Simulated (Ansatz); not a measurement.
# Ligand exchange: Y(CH3)Cl2 + GaH2Cl → YCl3 + GaH2(CH3)

Gas-phase species: Y(CH3)Cl2, singlet; GaH2Cl `[Cl][GaH2]`, singlet; YCl3 (yttrium trichloride) `[Cl][Y]([Cl])[Cl]`, singlet; GaH2(CH3), singlet. The partners trade CH3 for Cl: Y–CH3 and Ga–Cl bonds give way to Y–Cl and Ga–CH3.

Shapes, held fixed at every level: PBE0-D4/def2-TZVP. Programs: Ansatz 0.2.0. Electronic energies: no zero-point or thermal term.

```csv
level,kind,ΔE (kJ/mol),less CCSD(T)/def2-TZVPP
SPW92/def2-TZVPP,LDA,-104.2,+0.9
r2SCAN-D4/def2-TZVPP,meta-GGA,-104.5,+0.6
BHLYP-D4/def2-TZVPP,global hybrid,-107.2,-2.1
wB97M-V/def2-TZVPP,range-separated hybrid,-104.3,+0.8
B2PLYP/def2-TZVPP,double hybrid,-106.2,-1.1
MP2/def2-SVP,perturbation theory,-116.9,-11.8
CCSD(T)/def2-SVP,coupled cluster or CI,-114.7,-9.6
CCSD(T)/def2-TZVPP,coupled cluster or CI,-105.1,0.0
```

The highest level, CCSD(T)/def2-TZVPP, gives ΔE = -105.1 kJ/mol; the levels span -116.9 to -104.2. The column of differences is taken from that level and isn't an error. No measured value is set beside it here. For atoms past krypton def2 sets carry core potentials with scalar relativity. Relativity is left out for Ga. Outer-core shells of Ga, Y are correlated, in sets that cover them unevenly.

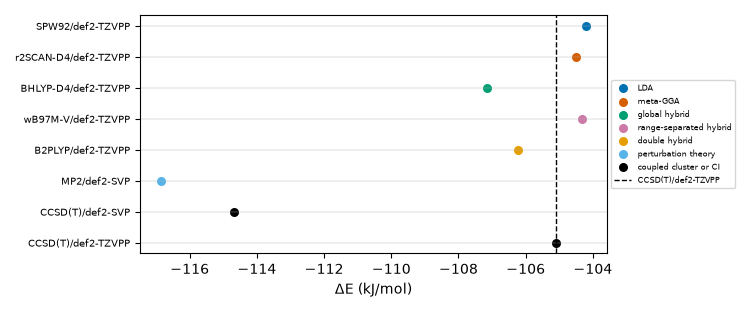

The values of the table, level by level.
